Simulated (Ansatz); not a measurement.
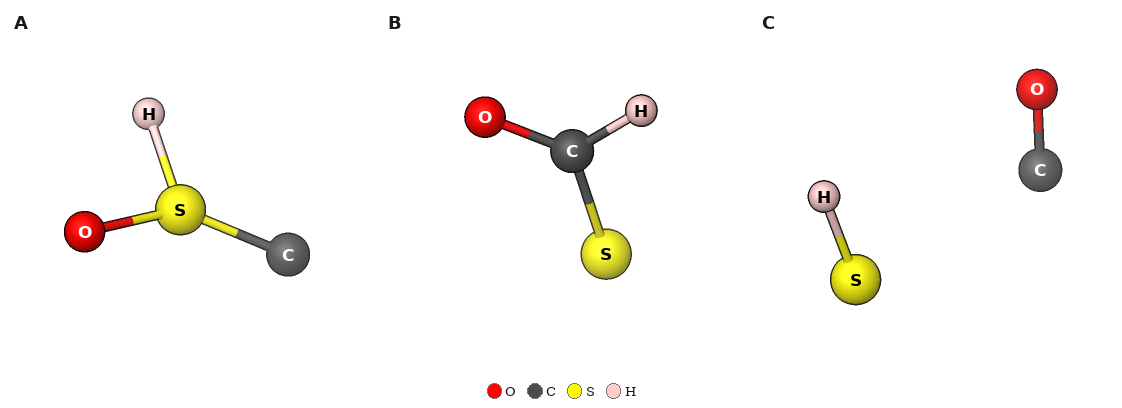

3 stationary structures of one formula. The species has charge −1 and is a spin singlet. Geometries: PBE0-D4/def2-TZVPD. Electronic energies: PBE0-D4/def2-TZVPD (Ansatz 0.2.0), without zero-point energy. No frequency run is at hand to confirm each as a minimum.

Which is lowest in energy, and by how much?

B is lowest (Cs); C lies 97.5 kJ/mol above it (Cs), A lies 489.5 kJ/mol above it (Cs).
